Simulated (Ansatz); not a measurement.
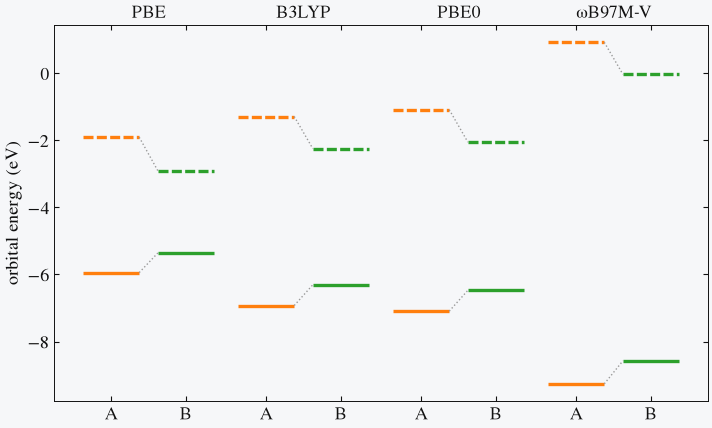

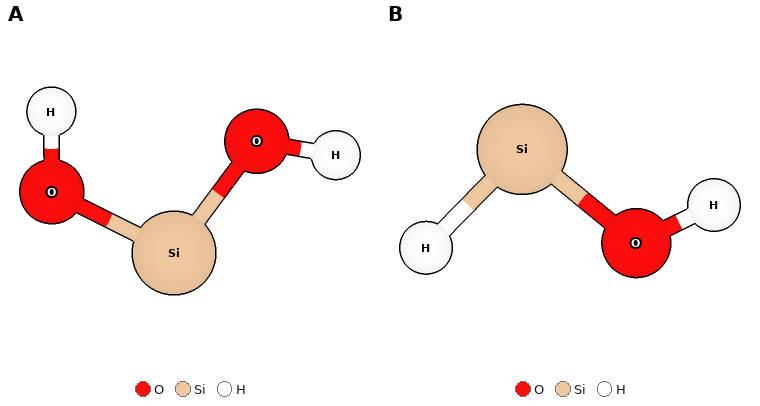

One change: A, SiH₂O₂ (SMILES O[Si]O), becomes B, SiH₂O (SMILES O[SiH]). OH on Si is replaced by H. HOMO (solid) and LUMO (dashed) computed in def2-TZVPP at PBE0-D4/def2-TZVP geometries, both minima by their frequencies, gas phase, the Ansatz code 0.2.0. Empty levels above zero depend strongly on the basis.

Question: What does the change do to HOMO and LUMO?

Answer: PBE: the HOMO rises by 0.59 eV, the LUMO falls by 1.00 eV, and the separation goes from 4.04 to 2.45 eV. B3LYP: the HOMO rises by 0.62 eV, the LUMO falls by 0.96 eV, and the separation goes from 5.63 to 4.05 eV. PBE0: the HOMO rises by 0.62 eV, the LUMO falls by 0.97 eV, and the separation goes from 6.01 to 4.42 eV. ωB97M-V: the HOMO rises by 0.69 eV, the LUMO falls by 0.96 eV, and the separation goes from 10.18 to 8.54 eV.

Question: Do the functionals agree on the effect?

Answer: They agree on the direction for both levels; the HOMO shift lies between 0.59 and 0.69 eV and the LUMO shift between −1.00 and −0.96 eV, while the separations themselves differ by up to 6.1 eV between functionals.
